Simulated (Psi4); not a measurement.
# AlH2O (SMILES [O][AlH2]): UMN15/cc-pVTZ (sweep point 3)

What is the vertical ionisation energy of AlH2O at UMN15/cc-pVTZ (sweep point 3)? 

The results are computed with Psi4 1.11.

### 1 Starting point

AlH2O has 4 atoms, charge 0, and is taken as a doublet. SMILES: `[O][AlH2]`. The coordinates come from a PBE0-D4/def2-TZVP relaxation.

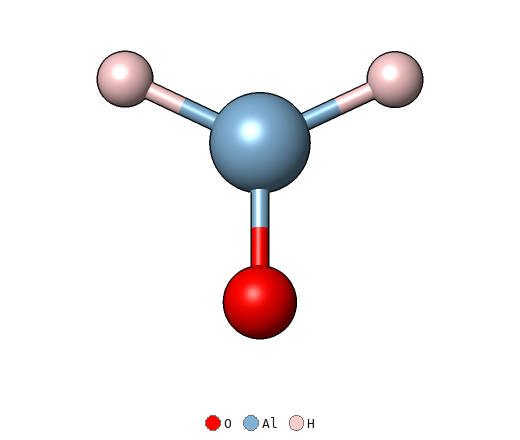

The structure, seen from a chosen angle (oxygen red, aluminium light blue, hydrogen pink).

### 2 A single-point energy at UMN15/cc-pVTZ (sweep point 3)

Input file calc.in:

```
memory 1600 mb

molecule mol {
  0 2
  O      0.062600    -0.856300     1.401400
  Al     0.011300     0.029900    -0.080400
  H     -1.149600    -0.360800    -1.076000
  H      1.131100     1.126800    -0.265300
  symmetry c1
}

set {
  basis cc-pVTZ
  reference uks
  puream true
  scf_type pk
  dft_radial_points 99
  dft_spherical_points 590
  maxiter 150
}

e, wfn = energy("mn15", return_wfn=True)
print_variables()
```

Started as:

```console
$ psi4 -n 1 calc.in calc.out
```

calc.out:

```text
[...]
  Running in c1 symmetry.
[...]
  Nuclear repulsion =   43.785130971524083
[...]
  Multiplicity = 2
[...]
  Nalpha       = 12
  Nbeta        = 11
[...]
    Number of basis functions: 92
[...]
   @UKS iter   1:  -318.17693389187394   -3.21130e-01   1.03112e-02 DIIS/ADIIS
[...]
   @UKS iter  10:  -318.65437475342100   -3.74779e-07   8.53990e-07 DIIS
[...]
   @S^2 Observed:                7.537930255E-01
[...]
    Orbital Energies [Eh]
    ---------------------
    Alpha Occupied:
       1A    -55.313937     2A    -18.867761     3A     -4.075406
       4A     -2.767993     5A     -2.759786     6A     -2.758243
       7A     -0.999089     8A     -0.475887     9A     -0.449392
      10A     -0.402176    11A     -0.400400    12A     -0.352660
    Alpha Virtual:
      13A     -0.031953    14A      0.035161    15A      0.048360
      16A      0.132889    17A      0.149293    18A      0.165276
      19A      0.195620    20A      0.231891    21A      0.232130
      22A      0.242760    23A      0.294037    24A      0.335822
      25A      0.376189    26A      0.438730    27A      0.463031
[...]
  @UKS Final Energy:  -318.65437475342100
   => Energetics <=
    Nuclear Repulsion Energy =             43.7851309715240831
    One-Electron Energy =                -528.8565525603128208
    Two-Electron Energy =                 182.2731321947879053
    DFT Exchange-Correlation Energy =     -15.8560853594201667
    Empirical Dispersion Energy =           0.0000000000000000
    VV10 Nonlocal Energy =                  0.0000000000000000
    Total Energy =                       -318.6543747534209388
[...]
 Multipole Moments:
 ------------------------------------------------------------------------------------
     Multipole            Electronic (a.u.)      Nuclear  (a.u.)        Total (a.u.)
 ------------------------------------------------------------------------------------
 L = 1.  Multiply by 2.5417464519 to convert [e a0] to [Debye]
 Dipole X            :          0.0364825           -0.0547747           -0.0182922
 Dipole Y            :         -0.6243121            0.9427464            0.3184343
 Dipole Z            :          1.0434174           -1.5760525           -0.5326351
 Magnitude           :                                                    0.6208342
[...]
```

Run time: 34 s. Hardware: 1 thread of AMD EPYC 7B13 (Zen 3), shared host; peak memory 0.97 GiB.

### 3 The singlet cation at the same level

Input file calc.inp:

```
memory 1600 MB

molecule m {
  1 1
  O      0.062600    -0.856300     1.401400
  Al     0.011300     0.029900    -0.080400
  H     -1.149600    -0.360800    -1.076000
  H      1.131100     1.126800    -0.265300
  symmetry c1
}

set basis cc-pVTZ
set reference rks
set puream true
set scf_type pk
set dft_radial_points 99
set dft_spherical_points 590

e = energy("mn15")
```

Started as:

```console
$ psi4 -i calc.inp -o calc.out -n 1
```

calc.out:

```text
[...]
  Running in c1 symmetry.
[...]
  Nuclear repulsion =   43.785130971524083
[...]
  Multiplicity = 1
[...]
  Nalpha       = 11
  Nbeta        = 11
[...]
    Number of basis functions: 92
[...]
   @RKS iter   1:  -317.66667813188269    1.89126e-01   1.01794e-02 ADIIS/DIIS
[...]
   @RKS iter   9:  -318.19889960374576   -1.12152e-07   8.35748e-07 DIIS
[...]
    Orbital Energies [Eh]
    ---------------------
    Doubly Occupied:
       1A    -55.604186     2A    -19.200271     3A     -4.364958
       4A     -3.056295     5A     -3.049339     6A     -3.048848
       7A     -1.273860     8A     -0.750677     9A     -0.679103
      10A     -0.676233    11A     -0.647724
[...]
  @RKS Final Energy:  -318.19889960374576
   => Energetics <=
    Nuclear Repulsion Energy =             43.7851309715240831
    One-Electron Energy =                -522.0810557796543208
    Two-Electron Energy =                 175.7502408762794914
    DFT Exchange-Correlation Energy =     -15.6532156718949729
    Empirical Dispersion Energy =           0.0000000000000000
    VV10 Nonlocal Energy =                  0.0000000000000000
    Total Energy =                       -318.1988996037457014
[...]
 Multipole Moments:
 ------------------------------------------------------------------------------------
     Multipole            Electronic (a.u.)      Nuclear  (a.u.)        Total (a.u.)
 ------------------------------------------------------------------------------------
 L = 1.  Multiply by 2.5417464519 to convert [e a0] to [Debye]
 Dipole X            :          0.0096643           -0.0547747           -0.0451104
 Dipole Y            :         -0.1641182            0.9427464            0.7786282
 Dipole Z            :          0.2739009           -1.5760525           -1.3021516
 Magnitude           :                                                    1.5178589
[...]
```

Wall time 20 s (1 thread of AMD EPYC 7B13 (Zen 3), shared host); peak memory 0.97 GiB.

### 4 Outcome

At UMN15/cc-pVTZ (sweep point 3):

| quantity | value |
| --- | --- |
| doublet AlH2O: total energy | -318.65437 Eh |
| doublet AlH2O: dipole moment | 1.58 D |
| doublet AlH2O: HOMO energy (highest over α and β) | -9.60 eV |
| doublet AlH2O: LUMO energy (lowest over α and β) | -3.49 eV |
| doublet AlH2O: ⟨S²⟩ | 0.754 |
| singlet cation: total energy | -318.19890 Eh |
| singlet cation: HOMO energy | -17.63 eV |
| singlet cation: LUMO energy | -13.75 eV |
| singlet cation: HOMO–LUMO gap | 3.88 eV |
| vertical ionisation energy (to the singlet cation) | 12.394 eV |

The vertical ionisation energy comes to 12.39 eV (1196 kJ/mol). Only the singlet of the ionised species was computed; a triplet could lie lower.
